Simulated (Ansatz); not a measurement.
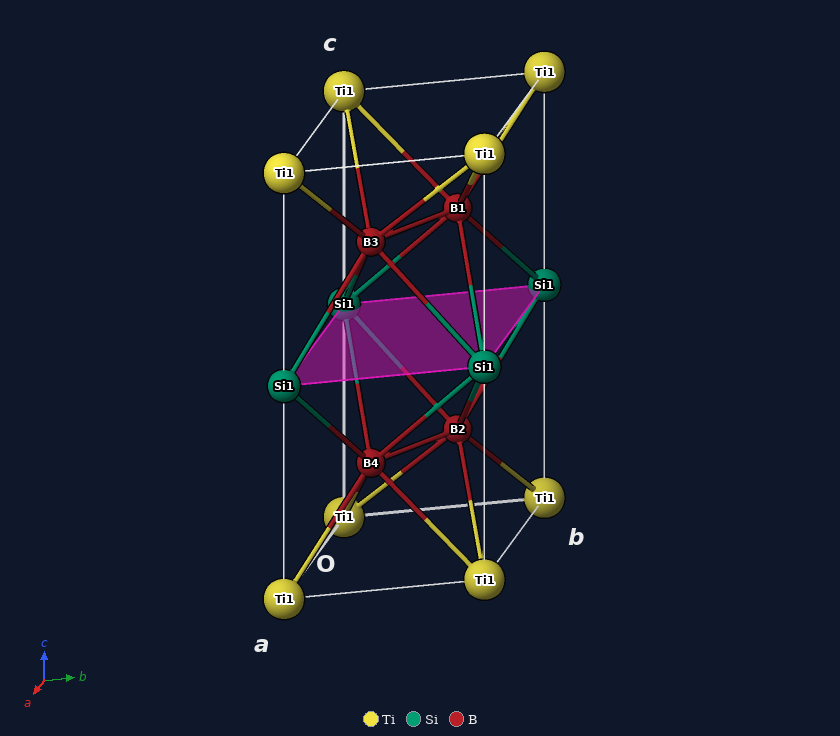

Crystal: TiSiB₄, the geometry relaxed with DFT PBEsol, scalar-relativistic, plane waves, PAW (Ansatz 0.2.0); the starting structure was generated, so it need not be a known form of this composition. The shaded plane is a symmetry element of the crystal. All values are computed from the atomic coordinates in the standard setting (tolerance 0.002 Å).

a = 2.985 Å, b = 2.985 Å, c = 6.793 Å, α = 90.00°, β = 90.00°, γ = 120.00°.

| atom | x | y | z |
| --- | --- | --- | --- |
| Ti1 | 0.0000 | 0.0000 | 0.0000 |
| Si1 | 0.0000 | 0.0000 | 0.5000 |
| B1 | 0.3333 | 0.6667 | 0.7596 |
| B2 | 0.3333 | 0.6667 | 0.2404 |
| B3 | 0.6667 | 0.3333 | 0.7596 |
| B4 | 0.6667 | 0.3333 | 0.2404 |

### Is it a mirror or a glide plane, and what is the operation?

It is a mirror plane, parallel to (0 0 1), through (1/2, 1/2, 1/2): x, y, z → x, y, −z+1.

### Onto which atom does it carry each atom (up to whole multiples of a, b and c)?

Ti1 → Ti1, Si1 → Si1, B1 → B2, B2 → B1, B3 → B4, B4 → B3.

### What is the crystal's space group?

P6/mmm (No. 191).
